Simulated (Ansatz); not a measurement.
# AsF3 (arsenic trifluoride): levels of theory compared

Wanted: a comparison of 6 runs (UHF/STO-3G, wB97X/STO-3G, RPA@PBE/STO-3G, MP2/STO-3G, UMP2/STO-3G, CCSDTQ/STO-3G) of AsF3 (arsenic trifluoride). 

Program for the calculation: Ansatz 0.2.0.

37 further runs of the same task are left out: 10 that didn't finish, 27 set aside as unsound or not needed.

## (1) Starting point

The species is AsF3 (4 atoms), meant as a singlet with charge 0. SMILES: `F[As](F)F`. The F4–As2 distance was set to 2.144 Å, away from the relaxed value.

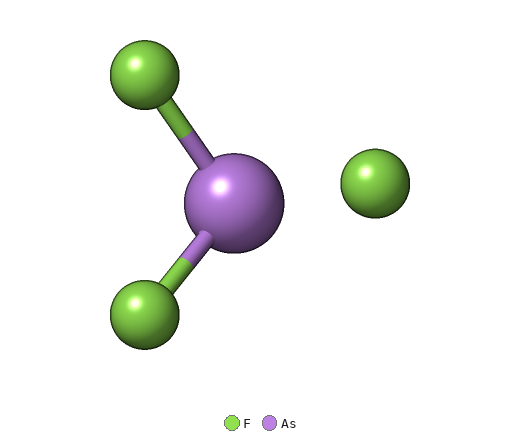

The structure, seen from a chosen angle (fluorine green, arsenic purple).

## (2) A single-point energy at UHF/STO-3G (run 1)

in.yaml

```yaml
crystal:
  periodic: [false, false, false]
  atoms:
    - {symbol: F, position_ang: [-0.487316, 0.049401, 1.612301]}
    - {symbol: As, position_ang: [-0.503396, -0.803429, 0.124021]}
    - {symbol: F, position_ang: [1.162524, -1.212119, 0.136911]}
    - {symbol: F, position_ang: [-0.296160, 0.927580, -1.124280]}
basis:
  gaussian:
    orbitals: STO-3G
accuracy: high
hamiltonian:
  xc: hf
magnetization:
  spin_polarized: true
```

Launch:

```sh
$ ansatz run in.yaml --threads 1 --pin off --max-ram 3480MiB --events-out events.jsonl --progress --plain --runs-dir runs
```

What it wrote:

```text
Warning: RAYON_NUM_THREADS=1 ignored (pool sized by the plan → 1); use --threads N
Functional definition: HF
  name "HF"
  exchange = exact_x
  correlation = 0
542 factors; integrals over basis functions are off by at most 3.3e-8 eV
mean field evaluation 1: about -68112.6165 eV, gradient 2.0e1 eV
mean field evaluation 2: about -68112.7293 eV, gradient 2.0e1 eV
mean field evaluation 4: about -68118.6375 eV, gradient 1.7e0 eV
mean field evaluation 8: about -68118.6875 eV, gradient 4.8e-2 eV
mean field evaluation 16: about -68118.6875 eV, gradient 7.4e-5 eV
mean field evaluation 32: about -68119.2624 eV, gradient 5.0e-2 eV
mean field evaluation 64: about -68117.2385 eV, gradient 6.8e-1 eV
mean field -68119.26248692 eV, -2503.3367234998 hartree, gradient 3.4e-8 eV, S^2 0.559135; 2 other end points of the search recorded, 0 dependent functions left out
reference -68119.26248692 eV, -2503.3367234998 hartree; 30, 30 occupied and 3, 3 virtual orbitals, 542 factors
Total energy: -68119.26248692 eV, -2503.3367234998 hartree
```

Run time: 0.86 s. Hardware: 1 thread of Arm Neoverse V2, shared host; peak memory 0.094 GiB.

## (3) A single-point energy at wB97X/STO-3G (run 2)

job.yaml

```yaml
crystal:
  periodic: [false, false, false]
  atoms:
    - symbol: F
      position_ang: [-0.487316, 0.049401, 1.612301]
    - symbol: As
      position_ang: [-0.503396, -0.803429, 0.124021]
    - symbol: F
      position_ang: [1.162524, -1.212119, 0.136911]
    - symbol: F
      position_ang: [-0.296160, 0.927580, -1.124280]
basis:
  gaussian:
    orbitals: STO-3G
hamiltonian:
  xc: {name: wB97X}
accuracy: high
```

Launch:

```sh
$ ansatz run job.yaml --threads 1 --pin off --max-ram 3480MiB --events-out events.jsonl --progress --plain --runs-dir runs
```

What it wrote, shortened:

```text
Warning: RAYON_NUM_THREADS=1 ignored (pool sized by the plan → 1); use --threads N
Functional definition: wB97X
  name "wB97X"
[...]
      + exact_x_lr(omega)
[...]
      + integral(e_c_pw_opposite_spin*poly(b97_u_opposite, 1, cos1, cos2, cos3, cos4))
542 factors; integrals over basis functions are off by at most 3.3e-8 eV
154 factors; integrals over basis functions are off by at most 1.1e-9 eV
[...]
mean field -68184.32762842 eV, -2505.7278233471 hartree, gradient 4.7e-8 eV, S^2 0.000000; 0 other end points of the search recorded, 0 dependent functions left out
reference -68184.32762748 eV, -2505.7278233129 hartree; 30, 30 occupied and 3, 3 virtual orbitals, 542 factors
Total energy: -68184.32762748 eV, -2505.7278233129 hartree
```

Run time: 6.9 s. Hardware: 1 thread of Arm Neoverse V2, shared host; peak memory 0.27 GiB.

Runs 3 to 4 aren't shown in full; the table further down has their settings and results.

## (4) The energy at UMP2/STO-3G (run 5)

in.yaml, as its differences from that of step 2:

```diff
@@ -10,6 +10,7 @@
     orbitals: STO-3G
-accuracy: high
-hamiltonian:
-  xc: hf
 magnetization:
   spin_polarized: true
+correlation:
+  method: mp2
+  frozen_orbitals: {As: 9, F: 1}
+accuracy: high
```

Launch:

```sh
$ ansatz run in.yaml --threads 1 --pin off --max-ram 3480MiB --events-out events.jsonl --progress --plain --runs-dir runs
```

What it wrote, shortened:

```text
Warning: RAYON_NUM_THREADS=1 ignored (pool sized by the plan → 1); use --threads N
Functional definition: HF
  name "HF"
[...]
542 factors; integrals over basis functions are off by at most 3.3e-8 eV
[...]
mean field -68119.26248692 eV, -2503.3367234998 hartree, gradient 3.4e-8 eV, S^2 0.559135; 5 other end points of the search recorded, 0 dependent functions left out
12 core orbitals not correlated: weight in the atoms' cores, before any rotation towards them, 1.000 or more for the frozen orbitals, at most 0.000 for the correlated occupied ones
reference -68119.26248692 eV, -2503.3367234998 hartree; 18, 18 occupied and 3, 3 virtual orbitals, 542 factors
second order -1.82166484 eV of doubles, -0.00000000 eV of singles
Total energy: -68121.08415176 eV, -2503.4036684480 hartree
```

Run time: 1 s. Hardware: 1 thread of Arm Neoverse V2, shared host; peak memory 0.098 GiB.

## (5) A single-point energy at CCSDTQ/STO-3G (run 6)

input.yaml

```yaml
basis:
  gaussian:
    orbitals: STO-3G
crystal:
  periodic: [false, false, false]
  atoms:
    - {symbol: F, position_ang: [-0.487316, 0.049401, 1.612301]}
    - {symbol: As, position_ang: [-0.503396, -0.803429, 0.124021]}
    - {symbol: F, position_ang: [1.162524, -1.212119, 0.136911]}
    - {symbol: F, position_ang: [-0.296160, 0.927580, -1.124280]}
correlation:
  method: ccsdtq
  frozen_orbitals: {As: 9, F: 1}
accuracy: high
scf:
  omitted_lower_state_checks: [cluster_reference, increment]
```

Launch:

```sh
$ ansatz run input.yaml --threads 1 --pin off --max-ram 3480MiB --events-out events.jsonl --progress --plain --runs-dir runs
```

What it wrote:

```text
Warning: RAYON_NUM_THREADS=1 ignored (pool sized by the plan → 1); use --threads N
[... 11 lines left out ...]
12 core orbitals not correlated: weight in the atoms' cores, before any rotation towards them, 1.000 or more for the frozen orbitals, at most 0.000 for the correlated occupied ones
[... 42 lines left out ...]
Total energy: -68122.72959378 eV, -2503.4641373270 hartree
Checks for a lower state left out: cluster_reference, increment
```

It took 79 s on 1 thread of Arm Neoverse V2, shared host; peak memory 0.78 GiB.

## (6) The series

```
run           level  frozen core orbitals   energy (Eh)  wall time
  1      UHF/STO-3G                     –  -2503.336723     0.86 s
  2    wB97X/STO-3G                     –  -2505.727823      6.9 s
  3  RPA@PBE/STO-3G                    12  -2503.517381      2.6 s
  4      MP2/STO-3G                    12  -2503.417131     0.32 s
  5     UMP2/STO-3G                    12  -2503.403668        1 s
  6   CCSDTQ/STO-3G                    12  -2503.464137       79 s
```

## (7) Summary of results

```
                                           quantity           value
                                run 6: total energy  -2503.46414 Eh
run 6: correlation energy (12 core orbitals frozen)      -148.5 mEh
                               run 6: T1 diagnostic           0.015
```

**Reading.** Below the UHF energy at the same shape and in the same basis (STO-3G): MP2 -80.4 mEh; UMP2 -66.9 mEh; CCSDTQ -127.4 mEh. Some of these start from another determinant than that one, so these aren't their correlation energies. In runs 4, 6 the log says that unrestricted orbitals would lower the reference, so the values rest on an unstable closed-shell determinant (other closed-shell runs at this shape may share the fault). In runs 1, 2, 3, 4, 5, 6 the basis is minimal, so the values are rough. Spin contamination of the reference: run 1 ⟨S²⟩ = 0.56, run 5 ⟨S²⟩ = 0.56. All runs together took 91 s, the longest 79 s.
